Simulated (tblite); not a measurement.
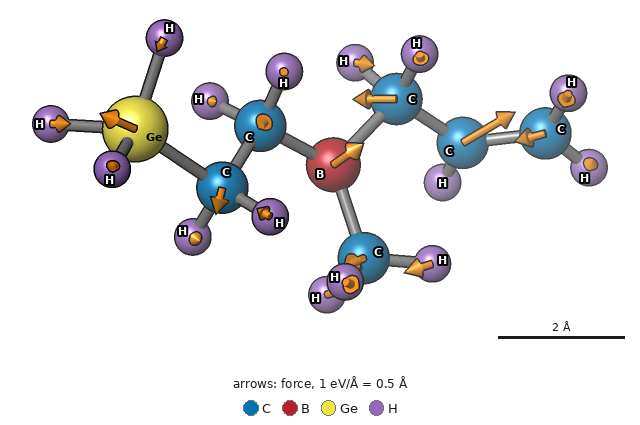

Starting geometry of C6H15BGe with the computed forces as orange arrows. The picture is a ball-and-stick view, seen at a tilt.

These are results of GFN2-xTB geometry optimisation, gas phase in tblite 0.8.0, not measurements. 

**What follows when this structure is relaxed?**

It isn't relaxed: the largest force vector, on a C atom, is 2.05 eV/Å. The final displacements have little in common with the starting forces (cosine between the two patterns 0.16). After 155 geometry steps the energy has fallen by 52.1 kJ/mol. The atom that moves furthest after the best rigid fit is an H atom (0.79 Å). By element the largest moves are H 0.79 Å, C 0.43 Å, B 0.35 Å, Ge 0.27 Å. Among the contacts that change: Ge–H 1.558 → 1.498 Å, C–H 1.141 → 1.091 Å, C–Ge 1.924 → 1.973 Å, C–H 1.123 → 1.094 Å. Bond angles that change, for instance: B–C–H 103.7° → 111.2°, C–C–H 115.3° → 108.5°, H–C–H 113.6° → 108.3°. Groups turn about C–Ge by about 25°, B–C by about 25°. The run took 1.3 s on 1 thread of Arm Neoverse V1, on a shared host.
